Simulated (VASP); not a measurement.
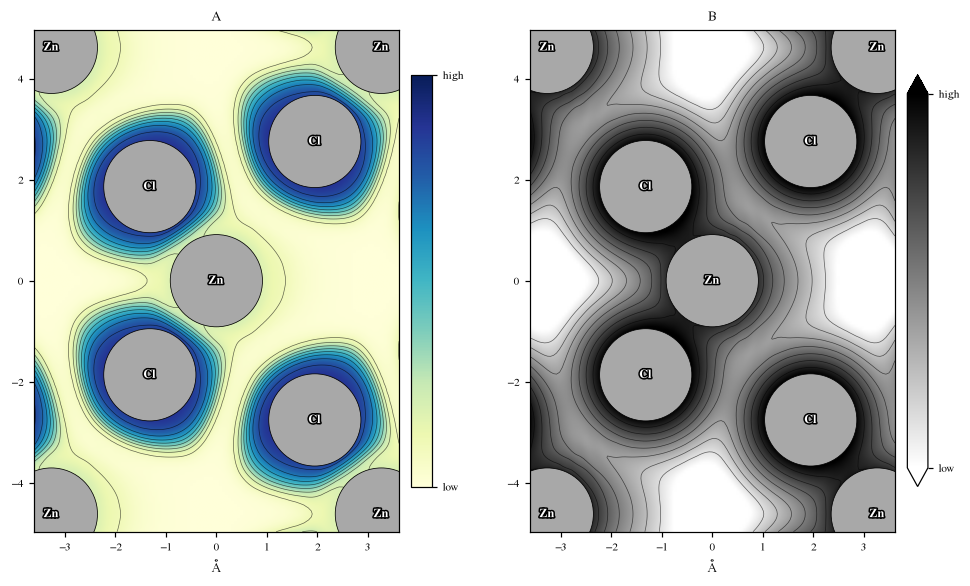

ZnCl4: 2 fields on the (110) plane of the conventional cell, with unlabelled colour scales. Grey discs cover the atomic cores.

Space group I-43m; a generated structure, not necessarily the stable one.

Level of theory: Kohn-Sham DFT of a periodic cell, PBE, VASP PAW PBE potentials, recommended (VASP).

```
Zn Cl
1.0
     6.52768    0.00000    0.00000
     0.00000    6.52768    0.00000
     0.00000    0.00000    6.52768
Zn Cl
2 8
Direct
  0.00000 0.00000 0.00000
  0.50000 0.50000 0.50000
  0.20167 0.20167 0.20167
  0.70167 0.70167 0.70167
  0.70167 0.29833 0.29833
  0.20167 0.79833 0.79833
  0.29833 0.29833 0.70167
  0.79833 0.79833 0.20167
  0.29833 0.70167 0.29833
  0.79833 0.20167 0.79833
```

> Which field does each panel show? The fields are: electron localisation function and valence pseudo-density.

Panel A: electron localisation function. Panel B: valence pseudo-density. From the grid: Zn–Cl (2.28 Å): ρ is about 0.54 e/Å³ halfway, with its minimum of 0.47 e/Å³ about 1.0 Å from Zn; the ELF peaks at about 0.85 in the valence shell of Cl, 0.8 Å from its nucleus, and is about 0.50 at the midpoint.
